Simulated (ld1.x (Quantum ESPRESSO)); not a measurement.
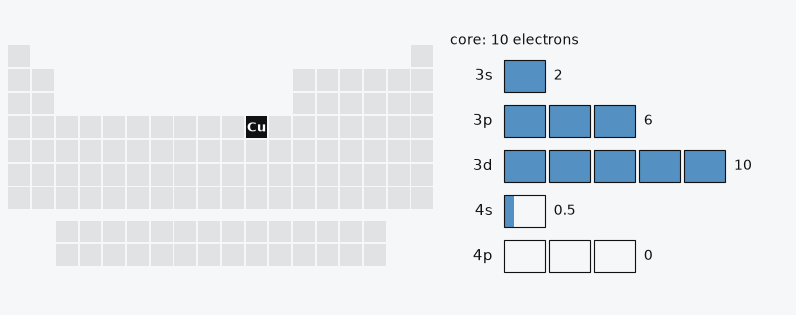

*Left, the place of copper in the periodic table; right, the valence shells of the reference configuration: a box for each of the 2l + 1 orbitals, shaded by the share of the shell that is filled, with the electron count at the right.*

## Cu: pseudopotential generation (part 1 of 2)

System: copper (Cu, Z = 29), core [Ne], reference valence 3s2 3p6 3d10 4s0.5 4p0 (an ion of charge +0.5), valence charge 19.
Method: TM potential, LDA (PZ), scalar-relativistic, made with ld1.x (Quantum ESPRESSO) 7.5.

The input:
```
 &input
   title='Cu', zed=29., rel=1, dft='PZ', iswitch=3,
   config='[Ar] 3d10 4s0.5 4p0',
   nld=3, rlderiv=0.95, eminld=-11.0, emaxld=5.0, deld=0.04
 /
 &inputp
   pseudotype=2, tm=.true., lloc=-2, rcloc=0.85,
   nlcc=.false.,
   file_pseudopw='Cu.UPF', file_wfcaegen='ae.wfc', file_wfcncgen='nc.wfc', file_beta='beta', file_chi='chi'
 /
3
3S  1  0   2.00   0.00  0.80  0.80  0.0
3P  2  1   6.00   0.00  0.85  0.85  0.0
3D  3  2  10.00   0.00  0.75  0.75  0.0
 &test
   configts(1)='3s2 3p6 3d10 4s0.5 4p0'
 /
```

Input of the test run:
```
 &input
   title='Cu', zed=29., rel=1, dft='PZ', iswitch=2,
   config='[Ar] 3d10 4s0.5 4p0'
 /
 &test
   file_pseudo='Cu.UPF', nconf=10,
   configts(1)='3s2 3p6 3d10 4s0.5 4p0',
   configts(2)='3s2 3p6 3d10 4s1 4p0',
   configts(3)='3s2 3p6 3d10 4s0 4p0',
   configts(4)='3s2 3p6 3d9 4s0 4p0',
   configts(5)='3s2 3p6 3d10 4s0 4p1',
   configts(6)='3s2 3p5 3d10 4s1 4p0',
   configts(7)='3s2 3p6 3d9 4s1 4p1',
   configts(8)='3s1 3p6 3d10 4s1 4p0',
   configts(9)='3s2 3p6 3d10 4s0.5 4p0', lsdts(9)=1,
   configts(10)='3s2 3p6 3d10 4s1 4p0', lsdts(10)=1
 /
```

Command:
```bash
ld1.x < Cu.in > Cu.out
```

The program's output:
```
     Program LD1 v.7.5
     --------------------------- All-electron run ----------------------------

     Cu
     scalar relativistic calculation

     atomic number is 29.00
     dft =PZ   lsd =0 sic =0 latt =0  beta=0.20 tr2=1.0E-14
     Exchange-correlation= PZ
                           (   1   1   0   0   0   0   0)
     mesh =1199 r(mesh) = 100.25372 a.u. xmin = -7.00 dx = 0.01250
     1 Ry =  13.60569312 eV, c = 137.03599908

     n l     nl                  e(Ry)          e(Ha)          e(eV)
     1 0     1S 1( 2.00)      -649.5454      -324.7727     -8837.5149
     2 0     2S 1( 2.00)       -78.2337       -39.1169     -1064.4239
     2 1     2P 1( 6.00)       -67.6532       -33.8266      -920.4686
     3 0     3S 1( 2.00)        -8.6937        -4.3468      -118.2837
     3 1     3P 1( 6.00)        -5.5991        -2.7995       -76.1793
     3 2     3D 1(10.00)        -0.6956        -0.3478        -9.4646
     4 0     4S 1( 0.50)        -0.6171        -0.3086        -8.3965
     4 1     4P 1( 0.00)        -0.2611        -0.1306        -3.5528

     final scf error:  1.1E-15 reached in  28 iterations

     Etot =   -3304.275454 Ry,   -1652.137727 Ha,  -44956.957823 eV

     Ekin =    3352.058087 Ry,    1676.029044 Ha,   45607.073666 eV
     Encl =   -7953.279440 Ry,   -3976.639720 Ha, -108209.879389 eV
     Eh   =    1426.578110 Ry,     713.289055 Ha,   19409.583979 eV
     Exc  =    -129.632211 Ry,     -64.816105 Ha,   -1763.736080 eV

     normalization and overlap integrals

     s(1S/1S) =  1.000000  <r> =   0.0522  <r2> =    0.0037  r(max) =   0.0341
     s(2S/2S) =  1.000000  <r> =   0.2357  <r2> =    0.0655  r(max) =   0.1960
     s(2P/2P) =  1.000000  <r> =   0.2066  <r2> =    0.0524  r(max) =   0.1585
     s(3S/3S) =  1.000000  <r> =   0.7136  <r2> =    0.5896  r(max) =   0.6112
     s(3P/3P) =  1.000000  <r> =   0.7507  <r2> =    0.6681  r(max) =   0.6189
     s(3D/3D) =  1.000000  <r> =   1.0306  <r2> =    1.4911  r(max) =   0.6036
     s(4S/4S) =  1.000000  <r> =   2.7063  <r2> =    8.5171  r(max) =   2.1874
     s(4P/4P) =  1.000000  <r> =   3.8338  <r2> =   17.4151  r(max) =   2.9898

     ------------------------ End of All-electron run ------------------------

     --------------------- Generating NC pseudopotential ---------------------

      Generating local potential from pseudized AE potential:
      Matching radius rcloc =   0.8500
      Enforcing V''(0)=0 (lloc=-2)

      Local pseudo, rcloc= 0.846 Estimated cut-off energy=    44.16 Ry

      Wfc   3S  rcut= 0.805  Using Troullier-Martins method

      Wfc   3P  rcut= 0.846  Using Troullier-Martins method

      Wfc   3D  rcut= 0.747  Using Troullier-Martins method

     ------------------- End of pseudopotential generation -------------------

     --------------------------- All-electron run ----------------------------

     Cu
     scalar relativistic calculation

     atomic number is 29.00
     dft =PZ   lsd =0 sic =0 latt =0  beta=0.20 tr2=1.0E-14
     Exchange-correlation= PZ
                           (   1   1   0   0   0   0   0)
     mesh =1199 r(mesh) = 100.25372 a.u. xmin = -7.00 dx = 0.01250
     1 Ry =  13.60569312 eV, c = 137.03599908

     n l     nl                  e(Ry)          e(Ha)          e(eV)
     1 0     1S 1( 2.00)      -649.5454      -324.7727     -8837.5149
     2 0     2S 1( 2.00)       -78.2337       -39.1169     -1064.4239
     2 1     2P 1( 6.00)       -67.6532       -33.8266      -920.4686
     3 0     3S 1( 2.00)        -8.6937        -4.3468      -118.2837
     3 1     3P 1( 6.00)        -5.5991        -2.7995       -76.1793
     3 2     3D 1(10.00)        -0.6956        -0.3478        -9.4646
     4 0     4S 1( 0.50)        -0.6171        -0.3086        -8.3965
     4 1     4P 1( 0.00)        -0.2611        -0.1306        -3.5528

     final scf error:  1.1E-15 reached in  28 iterations

     Etot =   -3304.275454 Ry,   -1652.137727 Ha,  -44956.957823 eV

     Ekin =    3352.058087 Ry,    1676.029044 Ha,   45607.073666 eV
     Encl =   -7953.279440 Ry,   -3976.639720 Ha, -108209.879389 eV
     Eh   =    1426.578110 Ry,     713.289055 Ha,   19409.583979 eV
     Exc  =    -129.632211 Ry,     -64.816105 Ha,   -1763.736080 eV

     normalization and overlap integrals

     s(1S/1S) =  1.000000  <r> =   0.0522  <r2> =    0.0037  r(max) =   0.0341
     s(2S/2S) =  1.000000  <r> =   0.2357  <r2> =    0.0655  r(max) =   0.1960
     s(2P/2P) =  1.000000  <r> =   0.2066  <r2> =    0.0524  r(max) =   0.1585
     s(3S/3S) =  1.000000  <r> =   0.7136  <r2> =    0.5896  r(max) =   0.6112
     s(3P/3P) =  1.000000  <r> =   0.7507  <r2> =    0.6681  r(max) =   0.6189
     s(3D/3D) =  1.000000  <r> =   1.0306  <r2> =    1.4911  r(max) =   0.6036
     s(4S/4S) =  1.000000  <r> =   2.7063  <r2> =    8.5171  r(max) =   2.1874
     s(4P/4P) =  1.000000  <r> =   3.8338  <r2> =   17.4151  r(max) =   2.9898

     ------------------------ End of All-electron run ------------------------

     Computing logarithmic derivative in   0.95263
     Computing logarithmic derivative in   0.95263
     Computing the partial wave expansion
     R is outside the sphere for l=    0 j= 0.00
     R is outside the sphere for l=    1 j= 0.00
     R is outside the sphere for l=    2 j= 0.00

     ---------------------- Testing the pseudopotential ----------------------

     Cu
     scalar relativistic calculation

     atomic number is 29.00   valence charge is 19.00
     dft =PZ   lsd =0 sic =0 latt =0  beta=0.20 tr2=1.0E-14
     mesh =1199 r(mesh) = 100.25372 xmin = -7.00 dx = 0.01250

     n l     nl             e AE (Ry)        e PS (Ry)    De AE-PS (Ry)
     1 0     3S   1( 2.00)       -8.69369       -8.69388        0.00018
     2 1     3P   1( 6.00)       -5.59907       -5.59921        0.00014
     3 2     3D   1(10.00)       -0.69563       -0.69554       -0.00009
     2 0     4S   1( 0.50)       -0.61713       -0.61528       -0.00184
     3 1     4P   1( 0.00)       -0.26113       -0.26134        0.00022

     eps = 6.5E-15  iter = 13

     Etot =   -3304.275454 Ry,   -1652.137727 Ha,  -44956.957823 eV
     Etotps =  -392.779817 Ry,    -196.389909 Ha,   -5344.041659 eV

     Ekin =     246.645374 Ry,     123.322687 Ha,    3355.781265 eV
     Encl =    -872.603612 Ry,    -436.301806 Ha,  -11872.376962 eV
     Ehrt =     346.206703 Ry,     173.103351 Ha,    4710.382158 eV
     Ecxc =     -36.811246 Ry,     -18.405623 Ha,    -500.842514 eV
     Epseu=     -76.217036 Ry,     -38.108518 Ha,   -1036.985606 eV

     ---------------------- End of pseudopotential test ----------------------
```

Output of the test run (extracts):
```
     ---------------------- Testing the pseudopotential ----------------------

     Cu
     scalar relativistic calculation

     atomic number is 29.00   valence charge is 19.00
     dft =PZ   lsd =0 sic =0 latt =0  beta=0.20 tr2=1.0E-14
     mesh =1199 r(mesh) = 100.25372 xmin = -7.00 dx = 0.01250

     n l     nl             e AE (Ry)        e PS (Ry)    De AE-PS (Ry)
     1 0     3S   1( 2.00)       -8.69369       -8.69388        0.00018
     2 1     3P   1( 6.00)       -5.59907       -5.59921        0.00014
     3 2     3D   1(10.00)       -0.69563       -0.69554       -0.00009
     2 0     4S   1( 0.50)       -0.61713       -0.61528       -0.00184
     3 1     4P   1( 0.00)       -0.26113       -0.26134        0.00022

     eps = 2.9E-15  iter = 14

     Etot =   -3304.275454 Ry,   -1652.137727 Ha,  -44956.957823 eV
     Etotps =  -392.779819 Ry,    -196.389909 Ha,   -5344.041676 eV

     Ekin =     246.645372 Ry,     123.322686 Ha,    3355.781240 eV
     Encl =    -872.603612 Ry,    -436.301806 Ha,  -11872.376968 eV
     Ehrt =     346.206704 Ry,     173.103352 Ha,    4710.382166 eV
     Ecxc =     -36.811246 Ry,     -18.405623 Ha,    -500.842514 eV
     Epseu=     -76.217036 Ry,     -38.108518 Ha,   -1036.985601 eV

     ---------------------- End of pseudopotential test ----------------------

     ---------------------- Testing the pseudopotential ----------------------

     Cu
     scalar relativistic calculation

     atomic number is 29.00   valence charge is 19.00
     dft =PZ   lsd =0 sic =0 latt =0  beta=0.20 tr2=1.0E-14
     mesh =1199 r(mesh) = 100.25372 xmin = -7.00 dx = 0.01250

     n l     nl             e AE (Ry)        e PS (Ry)    De AE-PS (Ry)
     1 0     3S   1( 2.00)       -8.38991       -8.39091        0.00100
     2 1     3P   1( 6.00)       -5.29424       -5.29519        0.00094
     3 2     3D   1(10.00)       -0.39133       -0.39175        0.00042
     2 0     4S   1( 1.00)       -0.35756       -0.35627       -0.00129
     3 1     4P   1( 0.00)       -0.05769       -0.05799        0.00029

     eps = 8.3E-15  iter = 12

     Etot =   -3304.518170 Ry,   -1652.259085 Ha,  -44960.260135 eV
     Etotps =  -393.021783 Ry,    -196.510892 Ha,   -5347.333772 eV
     dEtot_ae =      -0.242715 Ry
     dEtot_ps =      -0.241965 Ry,   Delta E=      -0.000751 Ry

     Ekin =     246.074734 Ry,     123.037367 Ha,    3348.017322 eV
     Encl =    -878.233861 Ry,    -439.116930 Ha,  -11948.980400 eV
     Ehrt =     351.913685 Ry,     175.956843 Ha,    4788.029607 eV
     Ecxc =     -36.966128 Ry,     -18.483064 Ha,    -502.949791 eV
     Epseu=     -75.810214 Ry,     -37.905107 Ha,   -1031.450511 eV

     ---------------------- End of pseudopotential test ----------------------

     ---------------------- Testing the pseudopotential ----------------------

     Cu
     scalar relativistic calculation

     atomic number is 29.00   valence charge is 19.00
     dft =PZ   lsd =0 sic =0 latt =0  beta=0.20 tr2=1.0E-14
     mesh =1199 r(mesh) = 100.25372 xmin = -7.00 dx = 0.01250

     n l     nl             e AE (Ry)        e PS (Ry)    De AE-PS (Ry)
     1 0     3S   1( 2.00)       -9.02829       -9.02756       -0.00074
     2 1     3P   1( 6.00)       -5.93481       -5.93404       -0.00077
     3 2     3D   1(10.00)       -1.02947       -1.02885       -0.00062
     2 0     4S   1( 0.00)       -0.89362       -0.89114       -0.00248
     3 1     4P   1( 0.00)       -0.48749       -0.48754        0.00005

     eps = 3.8E-15  iter =  9

     Etot =   -3303.898252 Ry,   -1651.949126 Ha,  -44951.825730 eV
     Etotps =  -392.403656 Ry,    -196.201828 Ha,   -5338.923724 eV
     dEtot_ae =       0.377202 Ry
     dEtot_ps =       0.376163 Ry,   Delta E=       0.001039 Ry

     Ekin =     247.327836 Ry,     123.663918 Ha,    3365.066638 eV
     Encl =    -866.415891 Ry,    -433.207945 Ha,  -11788.188723 eV
     Ehrt =     340.081742 Ry,     170.040871 Ha,    4627.047816 eV
     Ecxc =     -36.651628 Ry,     -18.325814 Ha,    -498.670801 eV
     Epseu=     -76.745716 Ry,     -38.372858 Ha,   -1044.178654 eV

     ---------------------- End of pseudopotential test ----------------------

     ---------------------- Testing the pseudopotential ----------------------

     Cu
     scalar relativistic calculation

     atomic number is 29.00   valence charge is 19.00
     dft =PZ   lsd =0 sic =0 latt =0  beta=0.20 tr2=1.0E-14
     mesh =1199 r(mesh) = 100.25372 xmin = -7.00 dx = 0.01250

     n l     nl             e AE (Ry)        e PS (Ry)    De AE-PS (Ry)
     1 0     3S   1( 2.00)      -10.27453      -10.27480        0.00027
     2 1     3P   1( 6.00)       -7.17126       -7.17151        0.00026
     3 2     3D   1( 9.00)       -2.20362       -2.20316       -0.00046
     2 0     4S   1( 0.00)       -1.65738       -1.65366       -0.00373
     3 1     4P   1( 0.00)       -1.13097       -1.13142        0.00045

     eps = 4.9E-15  iter = 10

     Etot =   -3302.304289 Ry,   -1651.152145 Ha,  -44930.138757 eV
     Etotps =  -390.810167 Ry,    -195.405083 Ha,   -5317.243195 eV
     dEtot_ae =       1.971165 Ry
     dEtot_ps =       1.969652 Ry,   Delta E=       0.001513 Ry

     Ekin =     244.159740 Ry,     122.079870 Ha,    3321.962496 eV
     Encl =    -842.081076 Ry,    -421.040538 Ha,  -11457.096699 eV
     Ehrt =     318.696741 Ry,     159.348370 Ha,    4336.090054 eV
     Ecxc =     -35.586386 Ry,     -17.793193 Ha,    -484.177449 eV
     Epseu=     -75.999186 Ry,     -37.999593 Ha,   -1034.021597 eV

     ---------------------- End of pseudopotential test ----------------------

     ---------------------- Testing the pseudopotential ----------------------

     Cu
     scalar relativistic calculation

     atomic number is 29.00   valence charge is 19.00
     dft =PZ   lsd =0 sic =0 latt =0  beta=0.20 tr2=1.0E-14
     mesh =1199 r(mesh) = 100.25372 xmin = -7.00 dx = 0.01250

     n l     nl             e AE (Ry)        e PS (Ry)    De AE-PS (Ry)
     1 0     3S   1( 2.00)       -8.54403       -8.54342       -0.00060
     2 1     3P   1( 6.00)       -5.44939       -5.44876       -0.00063
     3 2     3D   1(10.00)       -0.54411       -0.54335       -0.00076
     2 0     4S   1( 0.00)       -0.46441       -0.46222       -0.00219
     3 1     4P   1( 1.00)       -0.13637       -0.13620       -0.00017

     eps = 5.1E-16  iter = 13

     Etot =   -3304.205276 Ry,   -1652.102638 Ha,  -44956.003006 eV
     Etotps =  -392.710628 Ry,    -196.355314 Ha,   -5343.100285 eV
     dEtot_ae =       0.070178 Ry
     dEtot_ps =       0.069191 Ry,   Delta E=       0.000987 Ry

     Ekin =     247.025130 Ry,     123.512565 Ha,    3360.948114 eV
     Encl =    -875.494177 Ry,    -437.747088 Ha,  -11911.705097 eV
     Ehrt =     349.048923 Ry,     174.524462 Ha,    4749.052534 eV
     Ecxc =     -36.860343 Ry,     -18.430172 Ha,    -501.510518 eV
     Epseu=     -76.430161 Ry,     -38.215081 Ha,   -1039.885318 eV

     ---------------------- End of pseudopotential test ----------------------

     ---------------------- Testing the pseudopotential ----------------------

     Cu
     scalar relativistic calculation

     atomic number is 29.00   valence charge is 19.00
     dft =PZ   lsd =0 sic =0 latt =0  beta=0.20 tr2=1.0E-14
     mesh =1199 r(mesh) = 100.25372 xmin = -7.00 dx = 0.01250

     n l     nl             e AE (Ry)        e PS (Ry)    De AE-PS (Ry)
     1 0     3S   1( 2.00)       -9.55427       -9.55041       -0.00386
     2 1     3P   1( 5.00)       -6.44892       -6.44380       -0.00512  !
     3 2     3D   1(10.00)       -1.47051       -1.47238        0.00187
     2 0     4S   1( 1.00)       -1.03140       -1.02847       -0.00292
     3 1     4P   1( 0.00)       -0.58398       -0.58435        0.00038

     eps = 6.2E-15  iter = 14

     Etot =   -3298.677588 Ry,   -1649.338794 Ha,  -44880.794978 eV
     Etotps =  -387.181164 Ry,    -193.590582 Ha,   -5267.868099 eV
     dEtot_ae =       5.597866 Ry
     dEtot_ps =       5.598655 Ry,   Delta E=      -0.000789 Ry

     Ekin =     254.755228 Ry,     127.377614 Ha,    3466.121451 eV
     Encl =    -855.306051 Ry,    -427.653026 Ha,  -11637.031662 eV
     Ehrt =     331.489113 Ry,     165.744557 Ha,    4510.139148 eV
     Ecxc =     -35.886328 Ry,     -17.943164 Ha,    -488.258365 eV
     Epseu=     -82.233126 Ry,     -41.116563 Ha,   -1118.838671 eV

     ---------------------- End of pseudopotential test ----------------------

     ---------------------- Testing the pseudopotential ----------------------

     Cu
     scalar relativistic calculation

     atomic number is 29.00   valence charge is 19.00
     dft =PZ   lsd =0 sic =0 latt =0  beta=0.20 tr2=1.0E-14
     mesh =1199 r(mesh) = 100.25372 xmin = -7.00 dx = 0.01250

     n l     nl             e AE (Ry)        e PS (Ry)    De AE-PS (Ry)
     1 0     3S   1( 2.00)       -8.92991       -8.93174        0.00183
     2 1     3P   1( 6.00)       -5.82548       -5.82731        0.00183
     3 2     3D   1( 9.00)       -0.86955       -0.86966        0.00011
     2 0     4S   1( 1.00)       -0.54219       -0.53992       -0.00227
     3 1     4P   1( 1.00)       -0.16621       -0.16634        0.00013

     eps = 7.7E-15  iter = 19

     Etot =   -3304.008496 Ry,   -1652.004248 Ha,  -44953.325676 eV
     Etotps =  -392.512005 Ry,    -196.256002 Ha,   -5340.397886 eV
     dEtot_ae =       0.266958 Ry
     dEtot_ps =       0.267814 Ry,   Delta E=      -0.000856 Ry

     Ekin =     243.167398 Ry,     121.583699 Ha,    3308.460996 eV
     Encl =    -867.321746 Ry,    -433.660873 Ha,  -11800.513520 eV
     Ehrt =     342.665274 Ry,     171.332637 Ha,    4662.198563 eV
     Ecxc =     -36.321232 Ry,     -18.160616 Ha,    -494.175539 eV
     Epseu=     -74.701699 Ry,     -37.350849 Ha,   -1016.368386 eV

     ---------------------- End of pseudopotential test ----------------------

     ---------------------- Testing the pseudopotential ----------------------

     Cu
     scalar relativistic calculation

     atomic number is 29.00   valence charge is 19.00
     dft =PZ   lsd =0 sic =0 latt =0  beta=0.20 tr2=1.0E-14
     mesh =1199 r(mesh) = 100.25372 xmin = -7.00 dx = 0.01250

     n l     nl             e AE (Ry)        e PS (Ry)    De AE-PS (Ry)
     1 0     3S   1( 1.00)       -9.56788       -9.56440       -0.00348
     2 1     3P   1( 6.00)       -6.46102       -6.45723       -0.00379
     3 2     3D   1(10.00)       -1.48135       -1.48329        0.00194
     2 0     4S   1( 1.00)       -1.03068       -1.02773       -0.00294
     3 1     4P   1( 0.00)       -0.58330       -0.58374        0.00043

     eps = 2.3E-15  iter = 13

     Etot =   -3295.571326 Ry,   -1647.785663 Ha,  -44838.532131 eV
     Etotps =  -384.074272 Ry,    -192.037136 Ha,   -5225.596677 eV
     dEtot_ae =       8.704128 Ry
     dEtot_ps =       8.705547 Ry,   Delta E=      -0.001419 Ry

     Ekin =     261.238417 Ry,     130.619209 Ha,    3554.329740 eV
     Encl =    -854.887609 Ry,    -427.443804 Ha,  -11631.338462 eV
     Ehrt =     331.279281 Ry,     165.639641 Ha,    4507.284237 eV
     Ecxc =     -35.866017 Ry,     -17.933008 Ha,    -487.982021 eV
     Epseu=     -85.838344 Ry,     -42.919172 Ha,   -1167.890171 eV

     ---------------------- End of pseudopotential test ----------------------
```

(Continued in part 2.) Outcome of the run: generated.
